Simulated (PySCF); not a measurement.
Run report: GeH$_{7}$O$_{2}$ (charge +1), geometry relaxation

System: GeH$_{7}$O$_{2}$, charge +1.
Method: PBE0-D3(BJ)/def2-SVPD geometry optimisation, gas phase (PySCF 2.14.0).

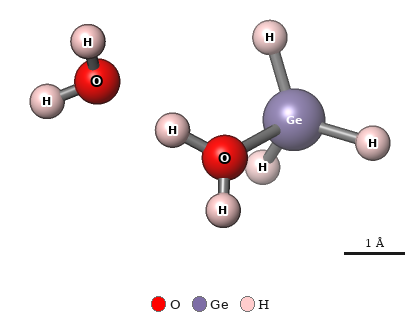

*The input geometry (ball-and-stick view, seen at a tilt). Sticks mark near contacts.*

**Key numbers**

```tsv
quantity	value
outcome	converged
total energy	−2230.636265 hartree
point group	C1
hardware	1 CPU thread, shared host
wall time	76 s
peak memory	0.61 GiB
```

**Input file**
```
{"job": {"xc": "PBE0", "basis": "def2-SVPD", "d3": "d3bj", "grid": 2, "kind": "geom", "shake": 0.01}, "charge": 1, "multiplicity": 1, "parts": [{"atoms": "0-5", "charge": 0, "multiplicity": 1}, {"atoms": "6-9", "charge": 1, "multiplicity": 1}]}
O      0.598922    -1.107504     0.991729
Ge    -0.189474     0.125319    -0.362420
H      1.505872    -1.126211     1.164911
H     -1.559857    -0.320921    -0.181774
H      0.526575    -0.319185    -1.610883
H      0.224191     1.435677     0.243998
O     -0.640308    -3.295677     1.020852
H      0.156377    -2.005782     1.046453
H     -0.306854    -4.119186     0.697461
H     -1.252833    -3.507242     1.753062
```

The first line tells a small driver script what to run in PySCF; the rest is the geometry in Å.

Launched with:
```bash
OMP_NUM_THREADS=1 python <driver script> task.json out
```

**Output**
```
step   0  E = -2230.62985741  max force = 0.049227
step   1  E = -2230.63556045  max force = 0.005976
step   2  E = -2230.63555648  max force = 0.008836
step   3  E = -2230.63599675  max force = 0.001657
step   4  E = -2230.63601778  max force = 0.001829
step   5  E = -2230.63607747  max force = 0.001626
step   6  E = -2230.63613428  max force = 0.001091
step   7  E = -2230.63615990  max force = 0.002611
step   8  E = -2230.63623925  max force = 0.000666
step   9  E = -2230.63625985  max force = 0.000504
step  10  E = -2230.63626508  max force = 0.000237
optimisation converged
```

**Trajectory as extended XYZ (Å, eV, eV/Å), 11 frames, from step=0 to step=10**
```
10
Properties=species:S:1:pos:R:3:forces:R:3 step=0 energy=-60698.53012
O     0.5989   -1.1075    0.9917   -2.5314   1.0209  -0.9729
Ge   -0.1895    0.1253   -0.3624    1.4146  -0.1305   0.3854
H     1.5059   -1.1262    1.1649    2.4547  -0.1048   0.5037
H    -1.5599   -0.3209   -0.1818   -1.4187  -0.3877   0.1308
H     0.5266   -0.3192   -1.6109    0.1326  -0.0471  -0.2966
H     0.2242    1.4357    0.2440    0.0785   0.3456   0.0995
O    -0.6403   -3.2957    1.0209   -0.7716   0.7665   0.9631
H     0.1564   -2.0058    1.0465   -0.1260  -0.7074   0.1093
H    -0.3069   -4.1192    0.6975    0.3641  -0.9045  -0.4013
H    -1.2528   -3.5072    1.7531    0.4031   0.1490  -0.5209
10
Properties=species:S:1:pos:R:3:forces:R:3 step=1 energy=-60698.68530
O     0.5112   -1.1052    0.8639    0.3052  -0.3073   0.2113
Ge   -0.1658    0.1755   -0.3833   -0.1859   0.1456  -0.2734
H     1.4558   -1.1163    1.0670    0.0048   0.0133   0.0723
H    -1.6321   -0.2160   -0.2731   -0.0260   0.0630  -0.0370
H     0.5402   -0.2170   -1.6822   -0.0305   0.0567   0.0725
H     0.2608    1.4905    0.2632    0.0013  -0.0867  -0.0156
O    -0.6157   -3.3326    1.1036    0.2931   0.0319  -0.2102
H     0.1016   -2.0492    0.9774   -0.1745   0.0174  -0.0121
H    -0.2912   -4.1658    0.7382   -0.0554   0.0831   0.0211
H    -1.2112   -3.5439    1.8264   -0.1320  -0.0171   0.1711
10
Properties=species:S:1:pos:R:3:forces:R:3 step=2 energy=-60698.68520
O     0.4946   -1.1397    0.8832    0.1026   0.4544  -0.2076
Ge   -0.1806    0.1597   -0.3862    0.0335  -0.0202   0.0520
H     1.4355   -1.1734    1.1036   -0.0867   0.0021   0.0142
H    -1.6566   -0.1981   -0.2925   -0.0049  -0.0001   0.0024
H     0.5272   -0.2228   -1.6807    0.0086  -0.0106  -0.0001
H     0.2609    1.4613    0.2667    0.0087  -0.0019   0.0167
O    -0.5827   -3.3149    1.0964   -0.2412  -0.3260   0.1425
H     0.0386   -2.0660    0.9648    0.1386  -0.1785   0.0724
H    -0.2858   -4.1579    0.7348    0.0338   0.0441  -0.0667
H    -1.1843   -3.5090    1.8259    0.0070   0.0366  -0.0256
10
Properties=species:S:1:pos:R:3:forces:R:3 step=3 energy=-60698.69718
O     0.5093   -1.1211    0.8763   -0.0088   0.0134  -0.0852
Ge   -0.1793    0.1692   -0.3927   -0.0141  -0.0132   0.0239
H     1.4498   -1.1421    1.0955   -0.0149   0.0276   0.0281
H    -1.6551   -0.1914   -0.2975    0.0100  -0.0022   0.0041
H     0.5308   -0.2125   -1.6854    0.0103  -0.0102  -0.0113
H     0.2616    1.4677    0.2648    0.0112   0.0157   0.0152
O    -0.5963   -3.3300    1.1016   -0.0371   0.0098   0.0702
H     0.0741   -2.0577    0.9791    0.0349  -0.0173  -0.0003
H    -0.2918   -4.1660    0.7314   -0.0100  -0.0054  -0.0135
H    -1.1954   -3.5248    1.8322    0.0186  -0.0180  -0.0313
10
Properties=species:S:1:pos:R:3:forces:R:3 step=4 energy=-60698.69775
O     0.5099   -1.1267    0.8616    0.0940  -0.0234  -0.0460
Ge   -0.1798    0.1690   -0.3977   -0.0048  -0.0030   0.0157
H     1.4481   -1.1332    1.0909   -0.0035   0.0461   0.0294
H    -1.6545   -0.1934   -0.3013    0.0000   0.0026  -0.0075
H     0.5344   -0.2075   -1.6908   -0.0073   0.0028  -0.0024
H     0.2627    1.4635    0.2702    0.0016  -0.0051  -0.0019
O    -0.6007   -3.3256    1.1123    0.0480  -0.0619  -0.0282
H     0.0908   -2.0697    0.9720   -0.0931   0.0358   0.0239
H    -0.2940   -4.1551    0.7287   -0.0275  -0.0078  -0.0059
H    -1.1974   -3.5358    1.8393   -0.0074   0.0139   0.0229
10
Properties=species:S:1:pos:R:3:forces:R:3 step=5 energy=-60698.69937
O     0.5098   -1.1207    0.8574    0.0362  -0.0836  -0.0244
Ge   -0.1792    0.1733   -0.4019    0.0044   0.0171   0.0079
H     1.4452   -1.1223    1.0979   -0.0147   0.0233   0.0283
H    -1.6536   -0.1895   -0.3054   -0.0060   0.0039  -0.0074
H     0.5348   -0.2034   -1.6954   -0.0094   0.0062   0.0033
H     0.2653    1.4659    0.2694   -0.0045  -0.0069  -0.0126
O    -0.5971   -3.3321    1.1142    0.0407   0.0051  -0.0055
H     0.0852   -2.0608    0.9728   -0.0237   0.0320   0.0041
H    -0.3020   -4.1635    0.7261   -0.0128  -0.0008  -0.0122
H    -1.1914   -3.5383    1.8442   -0.0103   0.0037   0.0185
10
Properties=species:S:1:pos:R:3:forces:R:3 step=6 energy=-60698.70092
O     0.5084   -1.1224    0.8466    0.0094  -0.0561  -0.0227
Ge   -0.1783    0.1779   -0.4090   -0.0052  -0.0018   0.0086
H     1.4365   -1.1099    1.1136   -0.0208   0.0093   0.0230
H    -1.6540   -0.1818   -0.3203   -0.0055   0.0025   0.0065
H     0.5315   -0.1927   -1.7058    0.0075   0.0002   0.0029
H     0.2680    1.4661    0.2684   -0.0016   0.0011  -0.0062
O    -0.5901   -3.3380    1.1211    0.0073   0.0322   0.0368
H     0.0818   -2.0595    0.9745    0.0069   0.0136  -0.0299
H    -0.3150   -4.1693    0.7186   -0.0031   0.0038  -0.0122
H    -1.1795   -3.5415    1.8564    0.0051  -0.0047  -0.0067
10
Properties=species:S:1:pos:R:3:forces:R:3 step=7 energy=-60698.70162
O     0.5099   -1.1249    0.8128   -0.1343  -0.0671  -0.0769
Ge   -0.1764    0.1878   -0.4283    0.0115   0.0122   0.0103
H     1.4136   -1.0831    1.1498   -0.0227  -0.0409   0.0147
H    -1.6533   -0.1694   -0.3451    0.0000  -0.0012   0.0083
H     0.5342   -0.1679   -1.7281    0.0094  -0.0041  -0.0049
H     0.2723    1.4659    0.2649   -0.0028   0.0195  -0.0029
O    -0.5762   -3.3501    1.1468    0.0142   0.0774   0.0027
H     0.0698   -2.0544    0.9414    0.1130  -0.0040   0.0768
H    -0.3463   -4.1728    0.7008   -0.0114   0.0048   0.0024
H    -1.1520   -3.5587    1.8916    0.0230   0.0034  -0.0305
10
Properties=species:S:1:pos:R:3:forces:R:3 step=8 energy=-60698.70378
O     0.5025   -1.1326    0.8038   -0.0123   0.0009  -0.0158
Ge   -0.1779    0.1859   -0.4324    0.0025   0.0013   0.0128
H     1.3997   -1.0776    1.1555   -0.0127  -0.0181   0.0130
H    -1.6557   -0.1677   -0.3483   -0.0005   0.0032  -0.0081
H     0.5380   -0.1664   -1.7309   -0.0060  -0.0025   0.0017
H     0.2728    1.4613    0.2659   -0.0042   0.0096  -0.0052
O    -0.5703   -3.3487    1.1481   -0.0112   0.0317   0.0300
H     0.0721   -2.0630    0.9529    0.0342  -0.0291  -0.0106
H    -0.3548   -4.1713    0.6950    0.0042   0.0082  -0.0073
H    -1.1414   -3.5555    1.8965    0.0060  -0.0052  -0.0106
10
Properties=species:S:1:pos:R:3:forces:R:3 step=9 energy=-60698.70434
O     0.5026   -1.1386    0.7948    0.0078   0.0259  -0.0172
Ge   -0.1772    0.1864   -0.4348   -0.0050  -0.0015  -0.0014
H     1.3914   -1.0745    1.1655   -0.0042  -0.0064   0.0076
H    -1.6559   -0.1655   -0.3594   -0.0030   0.0010   0.0074
H     0.5350   -0.1618   -1.7361    0.0080  -0.0020   0.0037
H     0.2719    1.4616    0.2658   -0.0022  -0.0041  -0.0012
O    -0.5666   -3.3486    1.1547   -0.0025   0.0076   0.0082
H     0.0752   -2.0699    0.9479   -0.0014  -0.0219  -0.0032
H    -0.3637   -4.1673    0.6888    0.0017   0.0022  -0.0037
H    -1.1325   -3.5587    1.9059    0.0008  -0.0009  -0.0004
10
Properties=species:S:1:pos:R:3:forces:R:3 step=10 energy=-60698.70448
O     0.5023   -1.1421    0.7830    0.0017   0.0122  -0.0094
Ge   -0.1779    0.1870   -0.4407    0.0021  -0.0001   0.0036
H     1.3803   -1.0678    1.1765    0.0007  -0.0033   0.0026
H    -1.6570   -0.1634   -0.3645    0.0003  -0.0006  -0.0020
H     0.5385   -0.1567   -1.7408   -0.0021  -0.0016  -0.0007
H     0.2712    1.4592    0.2648   -0.0015   0.0021   0.0007
O    -0.5616   -3.3501    1.1617   -0.0005   0.0025  -0.0043
H     0.0741   -2.0727    0.9404   -0.0017  -0.0105   0.0092
H    -0.3745   -4.1645    0.6820    0.0000  -0.0017   0.0007
H    -1.1218   -3.5625    1.9164    0.0011   0.0010  -0.0003
```

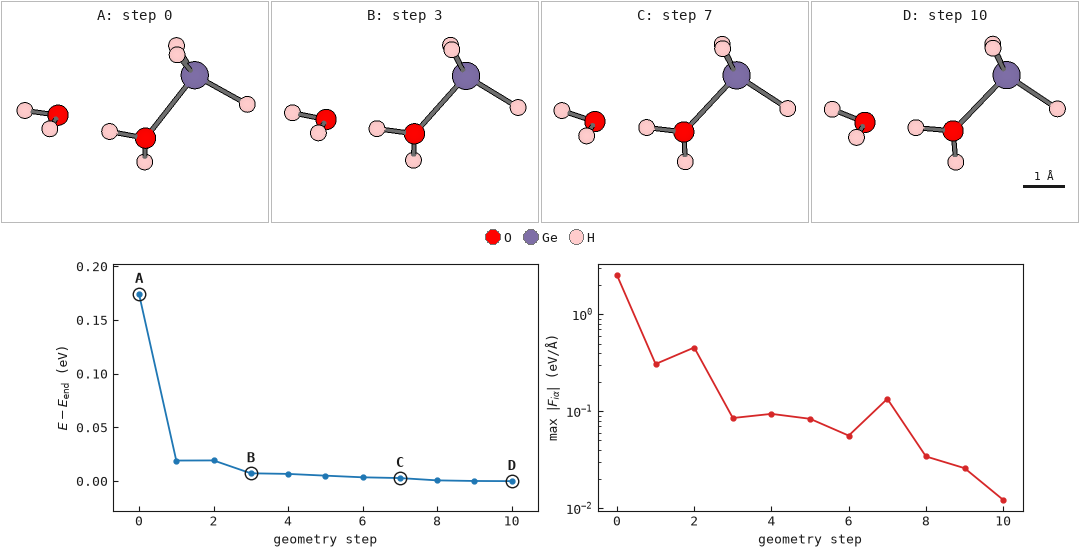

*Frames of the relaxation (ball-and-stick view, seen at a tilt) above the curves, on which the letters mark them (steps are counted from 0).*

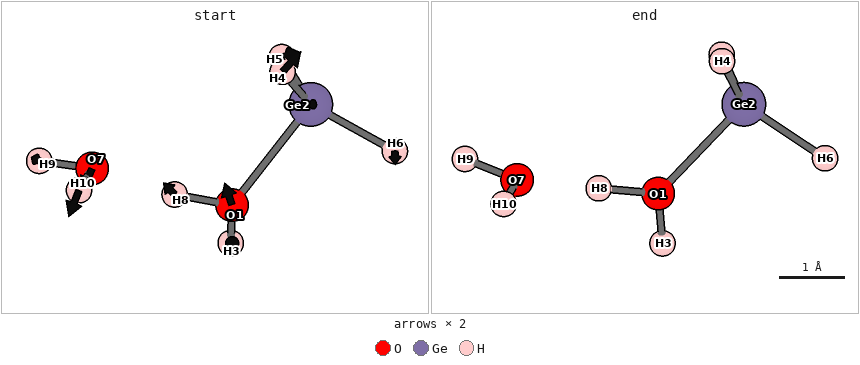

*Before (left) and after (right) the relaxation, at one scale (ball-and-stick view, seen at a tilt). The black arrows give the displacements, magnified 2 times.*

The atom that moves furthest after the best rigid fit is H10 (0.23 Å). By element the largest moves are H 0.23 Å, O 0.20 Å, Ge 0.07 Å. Distances before and after: Ge2–H4 1.452 → 1.522 Å, O1–Ge2 1.994 → 1.930 Å, O1–H3 0.924 → 0.965 Å, O1–H8 1.003 → 1.036 Å. Among the angles that change: Ge2–O1–H8 114.6° → 124.7°, O1–Ge2–H4 95.7° → 98.8°. The energy falls by 0.174 eV in 10 geometry steps. The largest force component goes from 2.5 to 0.012 eV/Å. (Atoms are counted from 1 in the order of the input.)
